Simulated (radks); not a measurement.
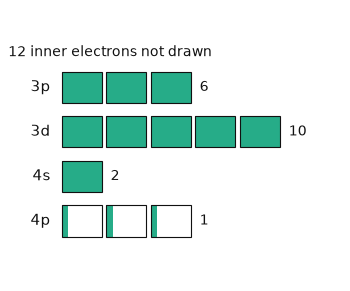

*The outer shells as the input fills them: a box for each of the 2l + 1 orbitals, shaded by the share of the shell that is filled, with the electron count at the right.*

**Atomic calculation for Ge⁺**

System: Ge⁺, configuration [Ar] 3d10 4s2 4p1.
Method: scalar-relativistic Kohn-Sham, PBE, spin-polarised, spherical densities, point nucleus (radks).

### Input
```
Z 32
configuration [Ar] 3d10 4s2 4p1
relativity scalar-relativistic
functional pbe,pbe
spin polarised
nucleus point
c 137.035999084
history 1
mixing 1
max_iterations 52
```

Energies in input and log are in hartree, lengths in bohr.

Hardware: 1 thread of Arm Neoverse N1, 69 GiB of memory available, shared host.

Launched within a batch (the task file carries these settings):
```bash
python <driver script> task.json out
```

### The program's output
```
1s      1   1.0000        -387.02129767
2s      1   1.0000         -37.92404894
2p      1   3.0000         -31.02271966
3s      1   1.0000          -1.83711763
3p      1   3.0000          -0.55201033
3d      1   5.0000          -0.05646011
4s      1   1.0000          -0.19331687
4p      1   1.0000          -0.09725660
1s      2   1.0000        -387.00703943
2s      2   1.0000         -37.91571841
2p      2   3.0000         -31.01001063
3s      2   1.0000          -1.78439643
3p      2   3.0000          -0.49714822
3d      2   5.0000          -0.05624235
4s      2   1.0000          -0.18640069
4p      2   0.0000          -1.18996515
Etot -1966.2510597916732
Ekin 1815.3631694152627
Encl -4170.101671651554
Eh 445.20317574486376
Exc -56.715733300245546
err 23.14484061642041
it 52
```

### Outcome

| quantity | value |
| --- | --- |
| outcome | not converged |
| total energy | −1966.2511 hartree |
| kinetic energy | 1815.3632 hartree |
| electron–nucleus energy | −4170.1017 hartree |
| Hartree energy | 445.203176 hartree |
| exchange–correlation energy | −56.715733 hartree |
| SCF iterations | 52 |
| wall time | 1.7 s |

### Diagnosis

A numerical setting was moved from its usual value: mixing history nhist = 1, mixing factor beta = 1. The run did not meet its convergence test in 52 iterations, so its last values are not results.
